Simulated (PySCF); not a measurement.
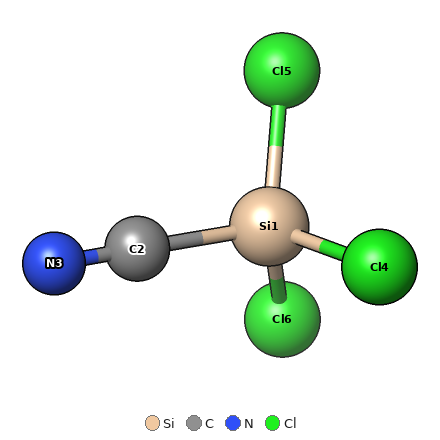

CCl₃NSi (Si(CN)Cl3), SMILES N#C[Si](Cl)(Cl)Cl. Vertical core-electron binding energies by ΔSCF (SCAN, pcX-2 on the ionised atom, pcseg-1 elsewhere, spin-free X2C; PySCF 2.14.0, at a PBE0-D3(BJ)/def2-SVP geometry (no frequency check)), gas phase, against the vacuum level. One atom of each kind was ionised; within a panel, areas follow the number of like atoms and 2j + 1 (2p levels are split by first-order spin-orbit coupling, an approximation), each panel is scaled alone, Gaussians of 0.8 eV full width. Only the regions named are shown. Lines closer than the width merge in the curve.

**Predict the Cl 2p, Si 2p and Cl 1s photoelectron lines.**

```
   level          atoms  binding energy (eV)
Cl 2p1/2  Cl4, Cl5, Cl6                208.9
Cl 2p3/2  Cl4, Cl5, Cl6                207.3
Si 2p1/2            Si1                111.2
Si 2p3/2            Si1                110.6
   Cl 1s  Cl4, Cl5, Cl6               2829.9
```

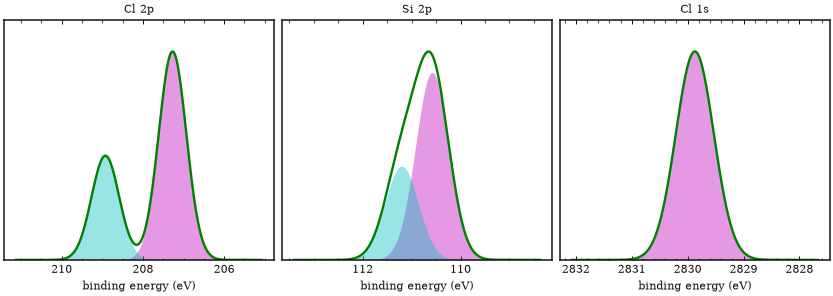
